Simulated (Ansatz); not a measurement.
# CH₆NSi+ (SMILES C[SiH+]N): single points off equilibrium

A test off equilibrium: a structure displaced at random from a GFN2-xTB minimum is computed at several levels, and each is set against CCSD(T).

Program: Ansatz 0.2.0, Gaussian basis. Level of theory: single points in def2-TZVPP. These are calculated values, not measurements.

Correlated methods freeze the cores.

**1. The system as given**

9 atoms, charge 1, spin multiplicity 1.

Atoms are counted from 1 here; the program's logs count them from 0.

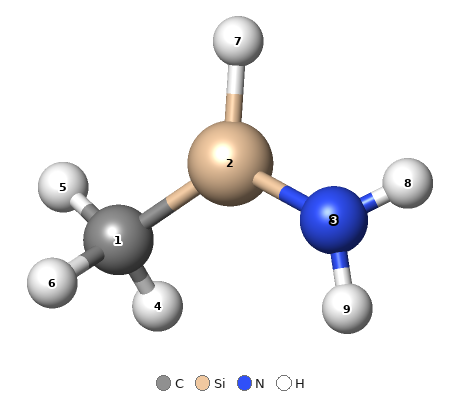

Start geometry, drawn with carbon grey, silicon light orange, nitrogen blue, hydrogen white; atoms are numbered from 1 in the order of the file.

As a file:

```xyz
9
CH6NSi
C    -0.69960    0.86830   -0.76940
Si    0.59760   -0.17440   -0.25870
N     0.66110   -1.03140    1.33390
H    -1.56540    0.23830   -0.78940
H    -0.54050    1.30240   -1.82990
H    -0.91030    1.86320    0.02670
H     1.93500   -0.20120   -0.81970
H     1.19530   -1.84980    1.37190
H    -0.21750   -1.18950    1.90860
```

**2. CCSD(T)/def2-TZVPP**

run/in.yaml

```yaml
crystal:
  periodic: [false, false, false]
  atoms:
    - {symbol: C, position_ang: [-0.699600, 0.868300, -0.769400]}
    - {symbol: Si, position_ang: [0.597600, -0.174400, -0.258700]}
    - {symbol: N, position_ang: [0.661100, -1.031400, 1.333900]}
    - {symbol: H, position_ang: [-1.565400, 0.238300, -0.789400]}
    - {symbol: H, position_ang: [-0.540500, 1.302400, -1.829900]}
    - {symbol: H, position_ang: [-0.910300, 1.863200, 0.026700]}
    - {symbol: H, position_ang: [1.935000, -0.201200, -0.819700]}
    - {symbol: H, position_ang: [1.195300, -1.849800, 1.371900]}
    - {symbol: H, position_ang: [-0.217500, -1.189500, 1.908600]}
basis:
  gaussian: {orbitals: def2-TZVPP}
total_charge: 1
correlation: {method: ccsd_t}
output: {forces: true}
```

No record of the launch command was kept for these runs.

**3. PBE0-D4/def2-TZVPP**

Changes to run/in.yaml since step 2:

```diff
@@ -15,3 +15,3 @@
 total_charge: 1
-correlation: {method: ccsd_t}
-output: {forces: true}
+hamiltonian: {xc: pbe0, dispersion: d4}
+output: {forces: true, orbitals: {seedname: orbitals}}
```

**4. wB97M-V/def2-TZVPP**

Changes to run/in.yaml since step 3:

```diff
@@ -15,3 +15,3 @@
 total_charge: 1
-hamiltonian: {xc: pbe0, dispersion: d4}
-output: {forces: true, orbitals: {seedname: orbitals}}
+hamiltonian: {xc: {name: wB97M-V}}
+output: {forces: true}
```

**5. r2SCAN-D4/def2-TZVPP**

Changes to run/in.yaml since step 4:

```diff
@@ -15,3 +15,3 @@
 total_charge: 1
-hamiltonian: {xc: {name: wB97M-V}}
+hamiltonian: {xc: r2scan, dispersion: d4}
 output: {forces: true}
```

**6. PBE-D4/def2-TZVPP**

Changes to run/in.yaml since step 5:

```diff
@@ -15,3 +15,3 @@
 total_charge: 1
-hamiltonian: {xc: r2scan, dispersion: d4}
+hamiltonian: {xc: pbe, dispersion: d4}
 output: {forces: true}
```

**7. B97M-V/def2-TZVPP**

Changes to run/in.yaml since step 6:

```diff
@@ -15,3 +15,3 @@
 total_charge: 1
-hamiltonian: {xc: pbe, dispersion: d4}
+hamiltonian: {xc: {name: B97M-V}}
 output: {forces: true}
```

**8. r2SCANh-D4/def2-TZVPP**

Changes to run/in.yaml since step 7:

```diff
@@ -15,3 +15,3 @@
 total_charge: 1
-hamiltonian: {xc: {name: B97M-V}}
+hamiltonian: {xc: {name: r2SCANh}, dispersion: d4}
 output: {forces: true}
```

(Steps that only read results are left out.)

**Question.** What will these runs give? Wanted: energy less free atoms, CCSD(T)/def2-TZVPP; RMS force component; RMS force error; HOMO and LUMO, PBE0-D4; T1 diagnostic.

The runs gave:

| quantity | value |
| --- | --- |
| energy less free atoms, CCSD(T)/def2-TZVPP | -2253.6 kJ/mol |
| RMS force component | 1.798 to 1.901 eV/Å over the methods |
| RMS force error | PBE0-D4 0.094, wB97M-V 0.081, r2SCAN-D4 0.106, PBE-D4 0.193, B97M-V 0.135, r2SCANh-D4 0.102 eV/Å |
| HOMO and LUMO, PBE0-D4 | -14.00 and -7.90 eV |
| T1 diagnostic | 0.017 |

Against CCSD(T) the functionals' energies less atoms differ by -130.8 to -59.5 kJ/mol, PBE-D4 by -130.8 kJ/mol. A larger basis would deepen the CCSD(T) value, while the functionals are nearly converged already, so the order here is not reliable. For forces wB97M-V does best and PBE-D4 worst. Frozen-core CCSD(T) forces in triple zeta carry basis errors of their own, and this is one geometry, so small gaps rank nothing.
